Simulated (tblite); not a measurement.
# Geometry relaxation of C$_{5}$H$_{8}$P$_{2}$Si (part 2 of 2)

C$_{5}$H$_{8}$P$_{2}$Si, SMILES Cc1cpcpc1[SiH3]; GFN2-xTB geometry optimisation, gas phase (tblite 0.8.0). 

Geometry of the input (Å):
```
C  -0.8653  1.6329  0.0709
C  0.2148  0.6205  0.0614
C  1.5180  1.0719  0.2133
P  2.9381  0.1106  0.2310
C  2.7507  -1.6051  0.0891
P  1.0520  -2.0160  -0.0874
C  -0.1173  -0.7092  -0.0704
Si -1.9197  -1.1127  -0.2370
H  -1.6087  1.4158  -0.7478
H  -0.4692  2.6467  -0.1951
H  -1.4478  1.6754  1.0014
H  1.6903  2.1533  0.3169
H  3.5395  -2.3360  0.0917
H  -2.6920  -0.5561  0.8903
H  -2.4431  -0.4310  -1.4356
H  -2.1479  -2.5521  -0.2042
```

**Trajectory as extended XYZ, continued**
```
16
Properties=species:S:1:pos:R:3:forces:R:3 step=32 energy=-584.76774
C    -0.7965    1.6919    0.0462   -0.0020  -0.0080   0.0060
C     0.2683    0.6278    0.0515   -0.0020   0.0090   0.0110
C     1.5757    1.0681    0.1989   -0.0020  -0.0080  -0.0110
P     3.0590    0.1764    0.2564    0.0040   0.0220   0.0070
C     2.5199   -1.4536    0.0838    0.0040   0.0030  -0.0010
P     0.9264   -2.0938   -0.0847   -0.0160  -0.0070   0.0040
C    -0.1314   -0.7028   -0.0671    0.0010   0.0170  -0.0030
Si   -1.9603   -1.1865   -0.2269    0.0070   0.0150   0.0020
H    -1.5096    1.5247   -0.7578    0.0090   0.0050  -0.0080
H    -0.3601    2.6816   -0.0750   -0.0130  -0.0130   0.0100
H    -1.3455    1.6732    0.9878    0.0040  -0.0100  -0.0080
H     1.7164    2.1412    0.2933    0.0020  -0.0180  -0.0080
H     3.3075   -2.2018    0.0880    0.0070  -0.0070  -0.0020
H    -2.7219   -0.6380    0.8995   -0.0060   0.0030   0.0130
H    -2.5168   -0.6540   -1.4760    0.0020   0.0010  -0.0140
H    -2.0386   -2.6456   -0.2294    0.0020  -0.0030   0.0030
16
Properties=species:S:1:pos:R:3:forces:R:3 step=34 energy=-584.76786
C    -0.7969    1.6918    0.0467   -0.0020  -0.0060   0.0010
C     0.2681    0.6287    0.0523    0.0040  -0.0060  -0.0010
C     1.5755    1.0680    0.1977    0.0070  -0.0010  -0.0030
P     3.0587    0.1767    0.2558    0.0100   0.0020   0.0050
C     2.5193   -1.4536    0.0834    0.0040   0.0000   0.0000
P     0.9257   -2.0937   -0.0856   -0.0060   0.0030   0.0060
C    -0.1306   -0.7017   -0.0673   -0.0140  -0.0010   0.0000
Si   -1.9591   -1.1855   -0.2261   -0.0130   0.0060  -0.0010
H    -1.5079    1.5251   -0.7590    0.0000   0.0030  -0.0100
H    -0.3612    2.6815   -0.0732   -0.0060   0.0000   0.0110
H    -1.3468    1.6714    0.9872   -0.0070  -0.0080   0.0010
H     1.7162    2.1405    0.2924    0.0070   0.0020  -0.0070
H     3.3059   -2.2032    0.0888    0.0100   0.0010  -0.0030
H    -2.7231   -0.6380    0.8998    0.0020   0.0000   0.0050
H    -2.5154   -0.6536   -1.4762    0.0040  -0.0020  -0.0060
H    -2.0360   -2.6453   -0.2282    0.0010   0.0070   0.0020
16
Properties=species:S:1:pos:R:3:forces:R:3 step=36 energy=-584.76795
C    -0.7973    1.6912    0.0471   -0.0010   0.0020  -0.0050
C     0.2682    0.6289    0.0527    0.0030  -0.0070  -0.0100
C     1.5758    1.0676    0.1966    0.0060   0.0040   0.0040
P     3.0592    0.1770    0.2558    0.0020  -0.0220  -0.0010
C     2.5193   -1.4536    0.0833    0.0000  -0.0020   0.0020
P     0.9248   -2.0933   -0.0856    0.0150   0.0110   0.0060
C    -0.1312   -0.7010   -0.0673   -0.0030  -0.0120   0.0060
Si   -1.9594   -1.1843   -0.2258   -0.0170  -0.0050  -0.0010
H    -1.5065    1.5256   -0.7607    0.0000   0.0000  -0.0030
H    -0.3626    2.6814   -0.0708    0.0010   0.0080   0.0120
H    -1.3482    1.6694    0.9868   -0.0120  -0.0100   0.0020
H     1.7169    2.1398    0.2911    0.0060   0.0120  -0.0070
H     3.3056   -2.2040    0.0890    0.0000   0.0100  -0.0030
H    -2.7239   -0.6379    0.9006    0.0020   0.0010   0.0010
H    -2.5142   -0.6535   -1.4770    0.0010  -0.0020  -0.0030
H    -2.0341   -2.6445   -0.2271   -0.0020   0.0110   0.0010
16
Properties=species:S:1:pos:R:3:forces:R:3 step=38 energy=-584.76808
C    -0.7979    1.6905    0.0476    0.0020   0.0080  -0.0040
C     0.2687    0.6290    0.0527   -0.0010   0.0030  -0.0110
C     1.5769    1.0675    0.1949   -0.0030   0.0050   0.0060
P     3.0603    0.1763    0.2556   -0.0090  -0.0150  -0.0050
C     2.5191   -1.4538    0.0832   -0.0030  -0.0020   0.0040
P     0.9239   -2.0923   -0.0854    0.0160  -0.0010   0.0040
C    -0.1324   -0.7003   -0.0670    0.0130  -0.0080   0.0100
Si   -1.9608   -1.1825   -0.2252   -0.0010  -0.0070  -0.0010
H    -1.5040    1.5269   -0.7637    0.0030   0.0000   0.0080
H    -0.3648    2.6819   -0.0656    0.0060   0.0070   0.0110
H    -1.3515    1.6651    0.9859   -0.0110  -0.0130  -0.0090
H     1.7182    2.1399    0.2882    0.0050   0.0070  -0.0070
H     3.3049   -2.2049    0.0892   -0.0020   0.0100  -0.0030
H    -2.7253   -0.6380    0.9019   -0.0010   0.0040  -0.0020
H    -2.5122   -0.6538   -1.4786   -0.0050   0.0000  -0.0010
H    -2.0306   -2.6425   -0.2251   -0.0100   0.0010   0.0000
16
Properties=species:S:1:pos:R:3:forces:R:3 step=40 energy=-584.76818
C    -0.7981    1.6904    0.0477    0.0040   0.0030   0.0020
C     0.2693    0.6293    0.0520   -0.0020   0.0060   0.0010
C     1.5776    1.0678    0.1941   -0.0060   0.0020   0.0000
P     3.0605    0.1751    0.2551   -0.0080   0.0150  -0.0030
C     2.5188   -1.4542    0.0834   -0.0010  -0.0010   0.0030
P     0.9240   -2.0919   -0.0850   -0.0070  -0.0160   0.0030
C    -0.1325   -0.7003   -0.0661    0.0090   0.0040   0.0050
Si   -1.9618   -1.1816   -0.2248    0.0170   0.0010   0.0000
H    -1.5020    1.5281   -0.7656    0.0020   0.0040   0.0030
H    -0.3659    2.6828   -0.0608    0.0050   0.0020   0.0090
H    -1.3546    1.6611    0.9845   -0.0040  -0.0120  -0.0130
H     1.7193    2.1406    0.2856    0.0050  -0.0030  -0.0050
H     3.3041   -2.2051    0.0892    0.0070   0.0000  -0.0020
H    -2.7265   -0.6378    0.9026    0.0000   0.0050  -0.0070
H    -2.5112   -0.6542   -1.4798   -0.0060   0.0010   0.0050
H    -2.0287   -2.6412   -0.2236   -0.0150  -0.0110  -0.0010
16
Properties=species:S:1:pos:R:3:forces:R:3 step=42 energy=-584.76833
C    -0.7981    1.6905    0.0480    0.0000  -0.0070   0.0050
C     0.2697    0.6300    0.0509    0.0000  -0.0010   0.0180
C     1.5780    1.0684    0.1931   -0.0010   0.0000  -0.0090
P     3.0600    0.1743    0.2542    0.0030   0.0260   0.0000
C     2.5183   -1.4548    0.0840    0.0030   0.0010  -0.0010
P     0.9239   -2.0926   -0.0840   -0.0210  -0.0110   0.0050
C    -0.1317   -0.7001   -0.0643   -0.0050   0.0080  -0.0060
Si   -1.9617   -1.1805   -0.2242    0.0200   0.0030   0.0010
H    -1.4992    1.5299   -0.7677    0.0010   0.0120  -0.0140
H    -0.3669    2.6842   -0.0534    0.0010  -0.0060   0.0080
H    -1.3594    1.6545    0.9815    0.0020  -0.0050  -0.0040
H     1.7214    2.1413    0.2816   -0.0010  -0.0050  -0.0020
H     3.3041   -2.2049    0.0887    0.0120  -0.0070   0.0000
H    -2.7278   -0.6368    0.9030    0.0040   0.0040  -0.0150
H    -2.5103   -0.6545   -1.4809   -0.0020  -0.0010   0.0160
H    -2.0281   -2.6401   -0.2218   -0.0170  -0.0110  -0.0020
16
Properties=species:S:1:pos:R:3:forces:R:3 step=44 energy=-584.76853
C    -0.7983    1.6901    0.0485   -0.0080  -0.0090   0.0010
C     0.2702    0.6308    0.0509    0.0010  -0.0070   0.0190
C     1.5783    1.0691    0.1910    0.0080   0.0000  -0.0110
P     3.0595    0.1746    0.2529    0.0120  -0.0040  -0.0050
C     2.5180   -1.4555    0.0847    0.0040   0.0030  -0.0030
P     0.9230   -2.0937   -0.0820    0.0010   0.0140   0.0080
C    -0.1309   -0.6996   -0.0623   -0.0070  -0.0010  -0.0090
Si   -1.9605   -1.1789   -0.2235    0.0000  -0.0110   0.0010
H    -1.4951    1.5331   -0.7717    0.0060   0.0180  -0.0230
H    -0.3685    2.6855   -0.0429   -0.0020  -0.0130   0.0070
H    -1.3661    1.6448    0.9772    0.0010   0.0040   0.0110
H     1.7247    2.1417    0.2759   -0.0130   0.0050   0.0020
H     3.3050   -2.2048    0.0881   -0.0010  -0.0010   0.0030
H    -2.7291   -0.6349    0.9023    0.0080   0.0030  -0.0180
H    -2.5089   -0.6545   -1.4813    0.0030  -0.0020   0.0210
H    -2.0288   -2.6390   -0.2194   -0.0140   0.0000  -0.0020
16
Properties=species:S:1:pos:R:3:forces:R:3 step=46 energy=-584.76879
C    -0.7992    1.6889    0.0494   -0.0100  -0.0010  -0.0010
C     0.2709    0.6315    0.0524    0.0000  -0.0040  -0.0070
C     1.5794    1.0701    0.1872    0.0050  -0.0010  -0.0010
P     3.0599    0.1748    0.2507    0.0100  -0.0290  -0.0140
C     2.5177   -1.4561    0.0854    0.0050   0.0050  -0.0030
P     0.9216   -2.0941   -0.0788    0.0340   0.0250   0.0060
C    -0.1303   -0.6988   -0.0603    0.0040  -0.0120   0.0000
Si   -1.9588   -1.1778   -0.2223   -0.0220  -0.0230   0.0000
H    -1.4888    1.5394   -0.7789    0.0190   0.0140  -0.0120
H    -0.3706    2.6860   -0.0281   -0.0010  -0.0130   0.0060
H    -1.3749    1.6325    0.9724   -0.0060   0.0110   0.0140
H     1.7277    2.1425    0.2685   -0.0200   0.0090   0.0040
H     3.3060   -2.2048    0.0877   -0.0170   0.0070   0.0070
H    -2.7304   -0.6323    0.8997    0.0050   0.0070  -0.0050
H    -2.5071   -0.6549   -1.4800    0.0020   0.0030   0.0070
H    -2.0307   -2.6379   -0.2163   -0.0090   0.0020  -0.0020
16
Properties=species:S:1:pos:R:3:forces:R:3 step=48 energy=-584.76908
C    -0.8003    1.6876    0.0506    0.0020   0.0050   0.0050
C     0.2719    0.6320    0.0537   -0.0040  -0.0010  -0.0280
C     1.5811    1.0712    0.1829   -0.0070  -0.0060   0.0080
P     3.0612    0.1740    0.2470    0.0030   0.0030  -0.0190
C     2.5178   -1.4563    0.0860    0.0090   0.0090  -0.0020
P     0.9215   -2.0935   -0.0749    0.0250   0.0020  -0.0020
C    -0.1296   -0.6983   -0.0582    0.0040  -0.0100   0.0080
Si   -1.9577   -1.1784   -0.2210   -0.0170  -0.0110   0.0010
H    -1.4803    1.5483   -0.7879    0.0240   0.0030   0.0050
H    -0.3725    2.6859   -0.0108    0.0050  -0.0030   0.0050
H    -1.3847    1.6201    0.9676   -0.0100   0.0100  -0.0010
H     1.7290    2.1443    0.2606   -0.0160  -0.0050   0.0060
H     3.3056   -2.2051    0.0878   -0.0100  -0.0020   0.0110
H    -2.7317   -0.6294    0.8963   -0.0040   0.0100   0.0160
H    -2.5056   -0.6563   -1.4779   -0.0010   0.0090  -0.0140
H    -2.0334   -2.6374   -0.2132   -0.0030  -0.0130  -0.0010
16
Properties=species:S:1:pos:R:3:forces:R:3 step=50 energy=-584.76934
C    -0.8007    1.6871    0.0520    0.0130   0.0030   0.0080
C     0.2725    0.6322    0.0528   -0.0060  -0.0080  -0.0060
C     1.5820    1.0716    0.1801   -0.0130  -0.0090   0.0000
P     3.0625    0.1738    0.2427   -0.0010   0.0420  -0.0150
C     2.5185   -1.4558    0.0864    0.0110   0.0080  -0.0030
P     0.9230   -2.0928   -0.0720   -0.0120  -0.0200  -0.0040
C    -0.1291   -0.6987   -0.0562   -0.0110  -0.0030  -0.0010
Si   -1.9581   -1.1798   -0.2200    0.0020   0.0110   0.0020
H    -1.4719    1.5560   -0.7946    0.0100  -0.0030   0.0060
H    -0.3731    2.6859    0.0032    0.0130   0.0090   0.0060
H    -1.3927    1.6118    0.9638   -0.0060   0.0040  -0.0160
H     1.7284    2.1454    0.2551   -0.0070  -0.0180   0.0080
H     3.3045   -2.2056    0.0887    0.0120  -0.0120   0.0110
H    -2.7330   -0.6267    0.8947   -0.0040   0.0060   0.0190
H    -2.5048   -0.6572   -1.4773    0.0020   0.0080  -0.0150
H    -2.0355   -2.6383   -0.2109   -0.0010  -0.0180   0.0000
16
Properties=species:S:1:pos:R:3:forces:R:3 step=53 energy=-584.76980
C    -0.8006    1.6861    0.0550    0.0060   0.0040  -0.0090
C     0.2721    0.6309    0.0515   -0.0060  -0.0100   0.0350
C     1.5816    1.0709    0.1743   -0.0040  -0.0030  -0.0120
P     3.0646    0.1776    0.2323   -0.0050  -0.0030  -0.0120
C     2.5214   -1.4540    0.0866   -0.0040  -0.0030  -0.0030
P     0.9254   -2.0932   -0.0665   -0.0070  -0.0010   0.0010
C    -0.1295   -0.7006   -0.0527   -0.0090  -0.0050  -0.0150
Si   -1.9594   -1.1808   -0.2178   -0.0030   0.0080   0.0010
H    -1.4550    1.5693   -0.8065   -0.0100  -0.0010   0.0010
H    -0.3736    2.6862    0.0305    0.0180   0.0030   0.0060
H    -1.4096    1.5955    0.9540    0.0020  -0.0030  -0.0200
H     1.7274    2.1447    0.2457   -0.0080  -0.0020   0.0100
H     3.3051   -2.2067    0.0920    0.0130   0.0130   0.0080
H    -2.7352   -0.6200    0.8941    0.0070  -0.0120   0.0040
H    -2.5018   -0.6562   -1.4776    0.0100  -0.0040   0.0030
H    -2.0407   -2.6408   -0.2063    0.0020   0.0180   0.0010
16
Properties=species:S:1:pos:R:3:forces:R:3 step=55 energy=-584.77001
C    -0.7999    1.6859    0.0556   -0.0060   0.0020  -0.0080
C     0.2713    0.6294    0.0535   -0.0010   0.0020   0.0060
C     1.5809    1.0702    0.1709    0.0020   0.0010   0.0020
P     3.0651    0.1796    0.2266   -0.0050  -0.0340  -0.0130
C     2.5224   -1.4533    0.0864   -0.0110  -0.0060   0.0000
P     0.9258   -2.0937   -0.0643    0.0120   0.0080   0.0010
C    -0.1305   -0.7018   -0.0524    0.0090  -0.0030  -0.0010
Si   -1.9600   -1.1804   -0.2168   -0.0090  -0.0030  -0.0010
H    -1.4483    1.5748   -0.8113   -0.0010   0.0050  -0.0020
H    -0.3724    2.6863    0.0427    0.0120  -0.0130   0.0010
H    -1.4168    1.5885    0.9480   -0.0040   0.0010  -0.0020
H     1.7263    2.1438    0.2426   -0.0100   0.0070   0.0060
H     3.3066   -2.2063    0.0943    0.0000   0.0250   0.0040
H    -2.7357   -0.6180    0.8945    0.0060  -0.0130   0.0030
H    -2.4995   -0.6556   -1.4776    0.0060  -0.0030   0.0030
H    -2.0428   -2.6406   -0.2043    0.0020   0.0240   0.0010
16
Properties=species:S:1:pos:R:3:forces:R:3 step=57 energy=-584.77016
C    -0.7995    1.6861    0.0558   -0.0080  -0.0060   0.0030
C     0.2708    0.6286    0.0552    0.0020   0.0070  -0.0200
C     1.5806    1.0699    0.1687    0.0010   0.0010   0.0110
P     3.0650    0.1794    0.2216   -0.0030  -0.0090  -0.0080
C     2.5223   -1.4533    0.0862   -0.0080  -0.0040   0.0020
P     0.9261   -2.0939   -0.0627   -0.0030  -0.0050   0.0000
C    -0.1309   -0.7025   -0.0522    0.0090   0.0040   0.0090
Si   -1.9608   -1.1802   -0.2161    0.0050   0.0040   0.0000
H    -1.4435    1.5797   -0.8150    0.0070   0.0080  -0.0070
H    -0.3703    2.6859    0.0517    0.0040  -0.0150  -0.0050
H    -1.4220    1.5839    0.9434   -0.0090   0.0050   0.0090
H     1.7244    2.1437    0.2409   -0.0020   0.0010   0.0030
H     3.3075   -2.2048    0.0963    0.0020   0.0110   0.0010
H    -2.7359   -0.6179    0.8951    0.0010  -0.0090   0.0070
H    -2.4979   -0.6562   -1.4776    0.0000   0.0020  -0.0030
H    -2.0437   -2.6394   -0.2027    0.0000   0.0040   0.0010
16
Properties=species:S:1:pos:R:3:forces:R:3 step=59 energy=-584.77025
C    -0.7996    1.6860    0.0562    0.0020  -0.0110   0.0040
C     0.2707    0.6284    0.0549    0.0010   0.0000  -0.0100
C     1.5804    1.0697    0.1680   -0.0020   0.0020   0.0040
P     3.0648    0.1787    0.2176   -0.0010   0.0200   0.0000
C     2.5217   -1.4536    0.0863   -0.0010   0.0000   0.0000
P     0.9261   -2.0943   -0.0615   -0.0170  -0.0140   0.0020
C    -0.1306   -0.7028   -0.0516   -0.0020   0.0020   0.0030
Si   -1.9609   -1.1799   -0.2158    0.0130   0.0100   0.0010
H    -1.4397    1.5841   -0.8177    0.0000   0.0050  -0.0130
H    -0.3683    2.6845    0.0575    0.0020   0.0020  -0.0050
H    -1.4259    1.5816    0.9407   -0.0080   0.0010   0.0100
H     1.7230    2.1438    0.2400    0.0080  -0.0010   0.0020
H     3.3082   -2.2030    0.0977    0.0060  -0.0070  -0.0020
H    -2.7360   -0.6188    0.8959    0.0000  -0.0060   0.0070
H    -2.4972   -0.6569   -1.4778   -0.0010   0.0050  -0.0030
H    -2.0443   -2.6385   -0.2017    0.0000  -0.0080   0.0000
16
Properties=species:S:1:pos:R:3:forces:R:3 step=61 energy=-584.77030
C    -0.8000    1.6855    0.0567    0.0000  -0.0010  -0.0010
C     0.2707    0.6285    0.0543    0.0000  -0.0030   0.0040
C     1.5804    1.0699    0.1671   -0.0020   0.0030  -0.0020
P     3.0647    0.1790    0.2154   -0.0020   0.0050   0.0020
C     2.5214   -1.4537    0.0865    0.0000   0.0010  -0.0010
P     0.9254   -2.0949   -0.0604   -0.0020  -0.0040   0.0050
C    -0.1305   -0.7027   -0.0507   -0.0010  -0.0030  -0.0020
Si   -1.9605   -1.1793   -0.2153    0.0010   0.0010   0.0000
H    -1.4364    1.5874   -0.8207    0.0010   0.0030  -0.0030
H    -0.3682    2.6839    0.0628   -0.0020   0.0010  -0.0020
H    -1.4297    1.5783    0.9389    0.0010   0.0010  -0.0030
H     1.7235    2.1439    0.2382    0.0050   0.0030   0.0030
H     3.3087   -2.2027    0.0982   -0.0020  -0.0050  -0.0030
H    -2.7365   -0.6189    0.8962    0.0020  -0.0050   0.0040
H    -2.4965   -0.6569   -1.4781    0.0000   0.0040   0.0010
H    -2.0444   -2.6382   -0.2005    0.0010  -0.0010  -0.0010
```

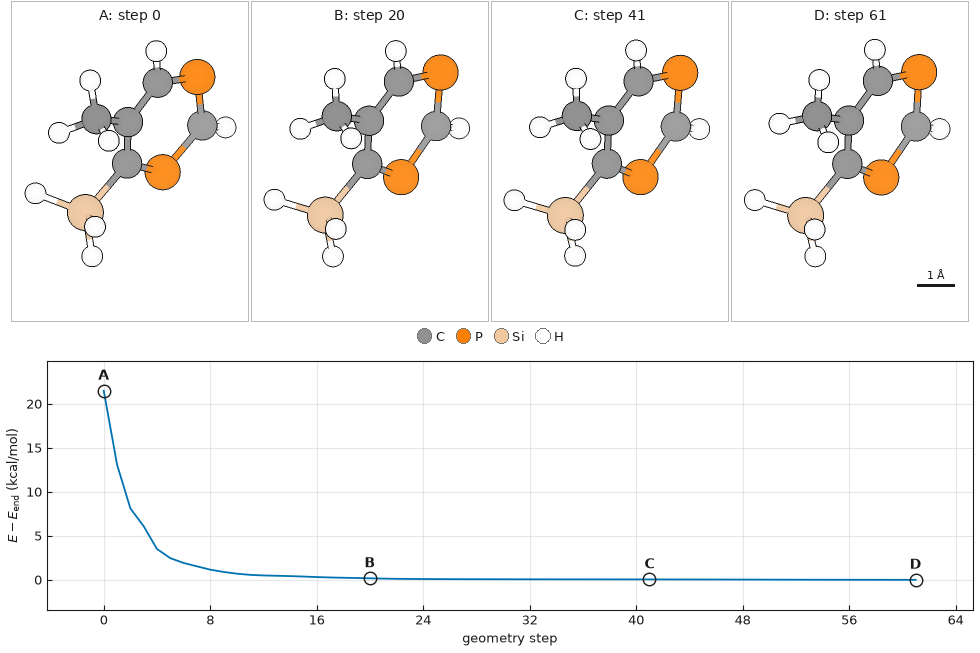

Frames of the relaxation (ball-and-stick view, seen at a tilt) above the curves, on which the letters mark them (steps are counted from 0).

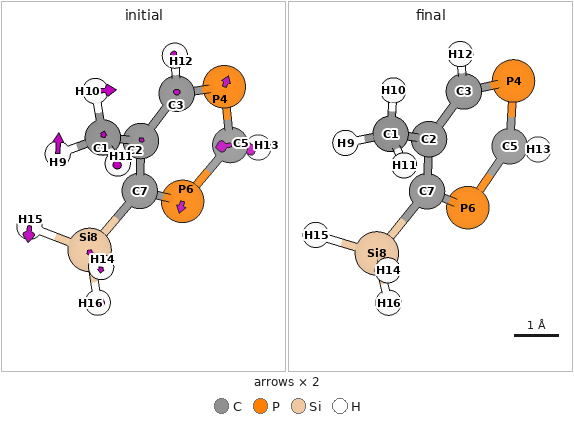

Before (left) and after (right) the relaxation, at one scale (ball-and-stick view, seen at a tilt). The pink arrows give the displacements, magnified 2 times. After 61 geometry steps the energy has fallen by 21.5 kcal/mol. The largest force component goes from 3.1 to 0.005 eV/Å. The largest moves after the best rigid fit, 0.28 Å, are those of C5 and H10. By element the largest moves are H 0.28 Å, C 0.27 Å, P 0.15 Å, Si 0.08 Å. Among the contacts that change: C7–Si8 1.855 → 1.898 Å, C1–H9 1.127 → 1.088 Å, C1–H10 1.120 → 1.088 Å, C5–P6 1.757 → 1.726 Å. Among the angles that change: P4–C5–P6 110.2° → 130.5°, C3–P4–C5 117.7° → 102.4°, C5–P6–C7 118.0° → 105.2°. (Atoms are counted from 1 in the order of the input.)

**Summary**

| quantity | value |
| --- | --- |
| outcome | converged |
| total energy | −584.7703 eV |
| peak memory | 0.18 GiB |
